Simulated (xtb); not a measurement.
# Run report: SnNH$_{3}$ClF, geometry relaxation (part 1 of 4)

- system: SnNH$_{3}$ClF, SMILES [NH2][SnH]([F])[Cl]
- method: GFN2-xTB (xtb 6.7.1 later snapshot)

The geometry comes from this level: PBE0-D4/def2-TZVP.

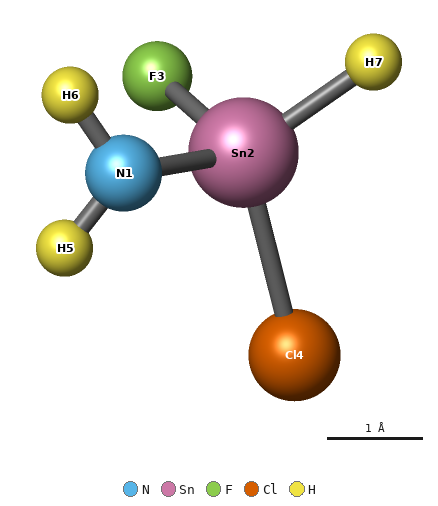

**Figure 1.** The structure as given in the input (ball-and-stick view, seen at a tilt; atoms are numbered from 1 in the order of the input). Sticks mark near contacts. Bond lengths as drawn: Cl–Sn 2.31 Å, F–Sn 1.92 Å, H–N 1.01 Å, H–Sn 1.69 Å and N–Sn 2.00 Å.

## The input (mol.xyz)
```
7

N     -0.648100     1.112500     0.294300
Sn     0.507400    -0.500800     0.079700
F      0.969600    -0.735400    -1.768900
Cl    -0.817600    -2.310700     0.612500
H     -1.606300     0.939300     0.017000
H     -0.313500     1.925300    -0.208300
H      1.969800    -0.498200     0.928000
```

Machine: 1 thread of Arm Neoverse V2, 24 GiB of memory available, shared host.

Launched with:
```bash
xtb mol.xyz --gfn 2 --opt vtight > out.txt 2> xtb.err
```

## The program's output
```
* xtb version 6.7.1
   ID    Z sym.   atoms
    1    7 N      1
    2   50 Sn     2
    3    9 F      3
    4   17 Cl     4
    5    1 H      5-7

           -------------------------------------------------
          |                Calculation Setup                |
           -------------------------------------------------

          program call               : xtb mol.xyz --gfn 2 --opt vtight
          coordinate file            : mol.xyz
          omp threads                :                     1

           -------------------------------------------------
          |                 G F N 2 - x T B                 |
           -------------------------------------------------

      * Hamiltonian:
        H0-scaling (s, p, d)           1.850000    2.230000    2.230000
        zeta-weighting                 0.500000
      * Dispersion:
        s8                             2.700000
        a1                             0.520000
        a2                             5.000000
        s9                             5.000000
      * Repulsion:
        kExp                           1.500000    1.000000
        rExp                           1.000000
      * Coulomb:
        alpha                          2.000000
        third order                    shell-resolved
        anisotropic                    true
        a3                             3.000000
        a5                             4.000000
        cn-shift                       1.200000
        cn-exp                         4.000000
        max-rad                        5.000000

          ...................................................
          :                      SETUP                      :
          :.................................................:
          :  # basis functions                  31          :
          :  # atomic orbitals                  29          :
          :  # shells                           13          :
          :  # electrons                        26          :
          :  max. iterations                   250          :
          :  Hamiltonian                  GFN2-xTB          :
          :  restarted?                      false          :
          :  GBSA solvation                  false          :
          :  PC potential                    false          :
          :  electronic temp.          300.0000000     K    :
          :  accuracy                    1.0000000          :
          :  -> integral cutoff          0.2500000E+02      :
          :  -> integral neglect         0.1000000E-07      :
          :  -> SCF convergence          0.1000000E-05 Eh   :
          :  -> wf. convergence          0.1000000E-03 e    :
          :  Broyden damping             0.4000000          :
          :  net charge                          0          :
          :  unpaired electrons                  0          :
          ...................................................

 iter      E             dE          RMSdq      gap      omega  full diag
   1    -13.4470801 -0.134471E+02  0.182E+01    2.64       0.0  T
   2    -13.0315896  0.415490E+00  0.227E+01    7.06       1.0  T
   3    -15.6748783 -0.264329E+01  0.991E+00    4.91       1.0  T
   4    -15.7634675 -0.885893E-01  0.712E+00    4.80       1.0  T
   5    -15.9172009 -0.153733E+00  0.176E+00    3.96       1.0  T
   6    -15.9150705  0.213041E-02  0.157E+00    4.11       1.0  T
   7    -15.9156453 -0.574884E-03  0.110E+00    3.80       1.0  T
   8    -15.9177299 -0.208458E-02  0.442E-01    3.87       1.0  T
   9    -15.9183983 -0.668343E-03  0.892E-02    3.90       1.0  T
  10    -15.9184125 -0.141918E-04  0.722E-02    3.89       1.0  T
  11    -15.9184123  0.197502E-06  0.671E-02    3.88       1.0  T
  12    -15.9184185 -0.619622E-05  0.226E-02    3.89       1.7  T
  13    -15.9184194 -0.956062E-06  0.115E-02    3.89       3.3  T
  14    -15.9184195 -0.789512E-07  0.949E-03    3.89       4.0  T
  15    -15.9184197 -0.203421E-06  0.137E-03    3.89      27.7  T
  16    -15.9184197  0.149634E-08  0.142E-03    3.89      26.7  T
  17    -15.9184197 -0.397278E-08  0.215E-04    3.89     175.9  T
  18    -15.9184197  0.124000E-09  0.297E-04    3.89     127.2  T

   *** convergence criteria satisfied after 18 iterations ***

         #    Occupation            Energy/Eh            Energy/eV
      -------------------------------------------------------------
         1        2.0000           -1.0570818             -28.7647
       ...           ...                  ...                  ...
         7        2.0000           -0.4886009             -13.2955
         8        2.0000           -0.4855498             -13.2125
         9        2.0000           -0.4743581             -12.9079
        10        2.0000           -0.4619532             -12.5704
        11        2.0000           -0.4447146             -12.1013
        12        2.0000           -0.4429683             -12.0538
        13        2.0000           -0.4275360             -11.6338 (HOMO)
        14                         -0.2845995              -7.7443 (LUMO)
        15                         -0.1354635              -3.6862
        16                         -0.1277121              -3.4752
        17                         -0.1031013              -2.8055
        18                         -0.0568087              -1.5458
       ...                                ...                  ...
        29                          0.6284768              17.1017
      -------------------------------------------------------------
                  HL-Gap            0.1429365 Eh            3.8895 eV
             Fermi-level           -0.3560677 Eh           -9.6891 eV

 SCC (total)                   0 d,  0 h,  0 min,  0.004 sec
 SCC setup                      ...        0 min,  0.000 sec (  1.260%)
 Dispersion                     ...        0 min,  0.000 sec (  0.516%)
 classical contributions        ...        0 min,  0.000 sec (  0.111%)
 integral evaluation            ...        0 min,  0.001 sec ( 11.595%)
 iterations                     ...        0 min,  0.003 sec ( 66.111%)
 molecular gradient             ...        0 min,  0.001 sec ( 18.972%)
 printout                       ...        0 min,  0.000 sec (  1.187%)

         :::::::::::::::::::::::::::::::::::::::::::::::::::::
         ::                     SUMMARY                     ::
         :::::::::::::::::::::::::::::::::::::::::::::::::::::
         :: total energy             -15.870600637534 Eh    ::
         :: gradient norm              0.024385441075 Eh/a0 ::
         :: HOMO-LUMO gap              3.889501338440 eV    ::
         ::.................................................::
         :: SCC energy               -15.918416469900 Eh    ::
         :: -> isotropic ES            0.019807645195 Eh    ::
         :: -> anisotropic ES          0.000529030219 Eh    ::
         :: -> anisotropic XC          0.003766629692 Eh    ::
         :: -> dispersion             -0.004026578998 Eh    ::
         :: repulsion energy           0.047815832366 Eh    ::
         :: add. restraining           0.000000000000 Eh    ::
         :: total charge               0.000000000000 e     ::
         :::::::::::::::::::::::::::::::::::::::::::::::::::::

      -----------------------------------------------------------
     |                   =====================                   |
     |                        A N C O P T                        |
     |                   =====================                   |
     |               Approximate Normal Coordinate               |
     |                Rational Function Optimizer                |
      -----------------------------------------------------------

          ...................................................
          :                      SETUP                      :
          :.................................................:
          :   optimization level         verytight          :
          :   max. optcycles                   200          :
          :   ANC micro-cycles                  20          :
          :   degrees of freedom                15          :
          :.................................................:
          :   RF solver                   davidson          :
          :   write xtbopt.log                true          :
          :   linear?                        false          :
          :   energy convergence         0.1000000E-06 Eh   :
          :   grad. convergence          0.2000000E-03 Eh/α :
          :   maximum RF displ.          1.0000000          :
          :   Hlow (freq-cutoff)         0.1000000E-01      :
          :   Hmax (freq-cutoff)         5.0000000          :
          :   S6 in model hess.         20.0000000          :
          ...................................................

generating ANC from exact Hessian ...
Using Lindh-Hessian (1995)
 Shifting diagonal of input Hessian by    8.5245755412963701E-003
 Lowest  eigenvalues of input Hessian
    0.000000    0.000000    0.000000    0.000000    0.000000    0.000000
    0.010000    0.010615    0.011209    0.013237    0.014413    0.014746
    0.041409    0.044714    0.096272    0.179935    0.217040    0.357723
 Highest eigenvalues
    0.179935    0.217040    0.357723    0.553414    1.078254    1.270309

........................................................................
.............................. CYCLE    1 ..............................
........................................................................

 iter      E             dE          RMSdq      gap      omega  full diag
   1    -15.9184197 -0.159184E+02  0.117E-04    3.89       0.0  T
   2    -15.9184197  0.147953E-10  0.910E-05    3.89     415.3  T
   3    -15.9184197 -0.416360E-10  0.391E-05    3.89     967.0  T
     SCC iter.                  ...        0 min,  0.001 sec
     gradient                   ...        0 min,  0.001 sec
 * total energy  :   -15.8706006 Eh     change       -0.2449330E-09 Eh
   gradient norm :     0.0243862 Eh/α   predicted     0.0000000E+00 (-100.00%)
   displ. norm   :     0.2859059 α      lambda       -0.3427521E-02
   maximum displ.:     0.1712566 α      in ANC's #5, #2, #9, ...

........................................................................
.............................. CYCLE    2 ..............................
........................................................................

 iter      E             dE          RMSdq      gap      omega  full diag
   1    -15.9179989 -0.159180E+02  0.244E+00    3.93       0.0  T
   2    -15.9192725 -0.127364E-02  0.809E-01    3.79       1.0  T
   3    -15.9191236  0.148948E-03  0.503E-01    3.78       1.0  T
   4    -15.9185988  0.524769E-03  0.419E-01    3.82       1.0  T
   5    -15.9193899 -0.791102E-03  0.666E-02    3.78       1.0  T
   6    -15.9194093 -0.193792E-04  0.395E-02    3.78       1.0  T
   7    -15.9194104 -0.112504E-05  0.139E-02    3.78       2.7  T
   8    -15.9194109 -0.513958E-06  0.694E-03    3.78       5.4  T
   9    -15.9194110 -0.831974E-07  0.278E-03    3.78      13.6  T
  10    -15.9194110 -0.899672E-08  0.744E-04    3.78      50.8  T
  11    -15.9194110 -0.926045E-09  0.489E-04    3.78      77.3  T
     SCC iter.                  ...        0 min,  0.001 sec
     gradient                   ...        0 min,  0.001 sec
 * total energy  :   -15.8714224 Eh     change       -0.8217147E-03 Eh
   gradient norm :     0.0182828 Eh/α   predicted    -0.1853849E-02 ( 125.61%)
   displ. norm   :     0.0907836 α      lambda       -0.1286755E-02
   maximum displ.:     0.0636509 α      in ANC's #9, #3, #2, ...

........................................................................
.............................. CYCLE    3 ..............................
........................................................................

 iter      E             dE          RMSdq      gap      omega  full diag
   1    -15.9190315 -0.159190E+02  0.580E-01    3.68       0.0  T
   2    -15.9192381 -0.206577E-03  0.301E-01    3.75       1.0  T
   3    -15.9192494 -0.113179E-04  0.171E-01    3.73       1.0  T
   4    -15.9192204  0.290303E-04  0.101E-01    3.73       1.0  T
   5    -15.9192555 -0.351547E-04  0.333E-02    3.74       1.1  T
   6    -15.9192572 -0.166586E-05  0.262E-02    3.74       1.4  T
   7    -15.9192584 -0.121910E-05  0.144E-02    3.74       2.6  T
   8    -15.9192585 -0.143874E-06  0.105E-02    3.74       3.6  T
   9    -15.9192588 -0.270912E-06  0.121E-03    3.74      31.2  T
  10    -15.9192588 -0.119878E-08  0.449E-04    3.74      84.2  T
  11    -15.9192588 -0.174580E-09  0.232E-04    3.74     163.0  T
     SCC iter.                  ...        0 min,  0.001 sec
     gradient                   ...        0 min,  0.001 sec
 * total energy  :   -15.8720361 Eh     change       -0.6137660E-03 Eh
   gradient norm :     0.0050516 Eh/α   predicted    -0.6486782E-03 (   5.69%)
   displ. norm   :     0.0819920 α      lambda       -0.1711929E-03
   maximum displ.:     0.0440798 α      in ANC's #4, #1, #3, ...

........................................................................
.............................. CYCLE    4 ..............................
........................................................................

 iter      E             dE          RMSdq      gap      omega  full diag
   1    -15.9191382 -0.159191E+02  0.377E-01    3.77       0.0  T
   2    -15.9191446 -0.641215E-05  0.275E-01    3.80       1.0  T
   3    -15.9190917  0.529661E-04  0.129E-01    3.78       1.0  T
   4    -15.9191386 -0.469298E-04  0.504E-02    3.80       1.0  T
   5    -15.9191522 -0.135963E-04  0.896E-03    3.79       4.2  T
   6    -15.9191523 -0.495557E-07  0.610E-03    3.79       6.2  T
   7    -15.9191523 -0.699640E-07  0.349E-03    3.79      10.8  T
   8    -15.9191523 -0.247602E-07  0.904E-04    3.79      41.8  T
   9    -15.9191523 -0.116573E-08  0.535E-04    3.79      70.7  T
     SCC iter.                  ...        0 min,  0.001 sec
     gradient                   ...        0 min,  0.001 sec
 * total energy  :   -15.8721348 Eh     change       -0.9871189E-04 Eh
   gradient norm :     0.0032363 Eh/α   predicted    -0.8617131E-04 ( -12.70%)
   displ. norm   :     0.0627608 α      lambda       -0.7499155E-04
   maximum displ.:     0.0406027 α      in ANC's #3, #4, #5, ...

........................................................................
.............................. CYCLE    5 ..............................
........................................................................

 iter      E             dE          RMSdq      gap      omega  full diag
   1    -15.9186426 -0.159186E+02  0.179E-01    3.72       0.0  T
   2    -15.9186465 -0.388920E-05  0.111E-01    3.72       1.0  T
   3    -15.9186464  0.641084E-07  0.759E-02    3.72       1.0  T
   4    -15.9186318  0.145643E-04  0.695E-02    3.73       1.0  T
   5    -15.9186514 -0.195210E-04  0.631E-03    3.72       6.0  T
   6    -15.9186514 -0.463990E-07  0.227E-03    3.72      16.6  T
   7    -15.9186514 -0.236445E-08  0.130E-03    3.72      29.0  T
   8    -15.9186514 -0.279478E-08  0.694E-04    3.72      54.5  T
   9    -15.9186514 -0.599599E-09  0.484E-04    3.72      78.1  T
     SCC iter.                  ...        0 min,  0.001 sec
     gradient                   ...        0 min,  0.001 sec
 * total energy  :   -15.8721818 Eh     change       -0.4699098E-04 Eh
   gradient norm :     0.0017100 Eh/α   predicted    -0.3764463E-04 ( -19.89%)
   displ. norm   :     0.0708612 α      lambda       -0.1975461E-04
   maximum displ.:     0.0600049 α      in ANC's #3, #4, #2, ...
```
